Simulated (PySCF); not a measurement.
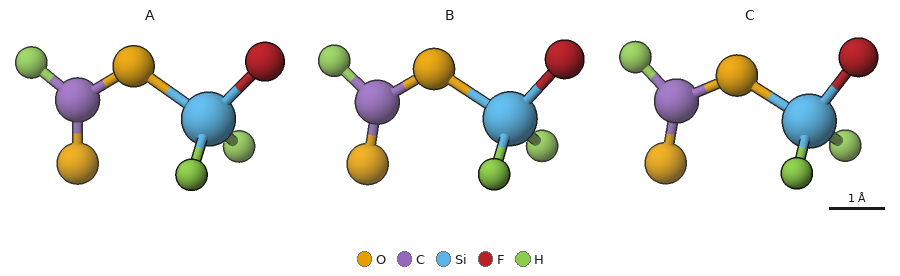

3 geometries from one relaxation of CH3FO2Si, in shuffled order. Style: ball-and-stick. Shown at a tilt.

The start comes from GFN2-xTB. Its atoms were then displaced at random by about 0.01 Å.

All numbers below come from PySCF, PBE0-D3(BJ)/def2-SVP geometry optimisation, gas phase. 

Order the frames from highest to lowest energy.

Answer. C, B, A. They are steps 0, 2, 9, at +21.9 kJ/mol, +11.7 kJ/mol relative to the last. The largest move after the best rigid fit is that of an O atom, 0.24 Å. Largest moves by element: O 0.24 Å, F 0.15 Å, H 0.14 Å, Si 0.04 Å, C 0.03 Å. Among the contacts that change: O–Si 1.605 → 1.711 Å, H–Si 1.453 → 1.478 Å, C–O 1.213 → 1.201 Å, F–Si 1.608 → 1.613 Å. Among the angles between lasting bonds that change: C–O–Si 126.4° → 115.8°, O–Si–F 99.4° → 102.5°, H–Si–H 118.7° → 115.8°. The energy falls by 21.9 kJ/mol in 9 geometry steps.
